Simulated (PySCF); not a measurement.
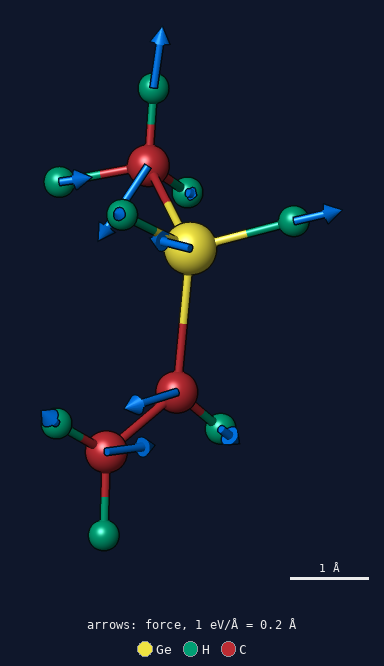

Starting geometry of C3H8Ge with the computed forces as blue arrows. A ball-and-stick model, seen from a free direction.

The start comes from GFN2-xTB. Its atoms were then displaced at random by about 0.03 Å.

These are results of PySCF 2.14.0, density-fitted response routines, PBE0-D3(BJ)/def2-SVP geometry optimisation, gas phase, not measurements. 

> Is this structure relaxed? If not, where do the atoms go?

It isn't relaxed: the largest force vector, on a C atom, is 5.97 eV/Å. The final displacements follow the starting forces only in part (cosine between the two patterns 0.71). Over 6 geometry steps the energy falls by 20.4 kcal/mol. The largest move after the best rigid fit is that of an H atom, 0.12 Å. By element the largest moves are H 0.12 Å, C 0.09 Å, Ge 0.08 Å. Near-neighbour distances that change, for instance: Ge–H 1.398 → 1.545 Å, C–H 1.195 → 1.100 Å, C–H 1.006 → 1.100 Å, C–Ge 2.035 → 1.954 Å. Among the angles between lasting bonds that change: H–Ge–C 103.7° → 109.3°, H–C–H 103.0° → 108.5°, Ge–C–H 116.0° → 110.7°. Cost: 110 s on 1 thread of Intel(R) Xeon(R) Processor @ 2.50GHz, on a shared host.
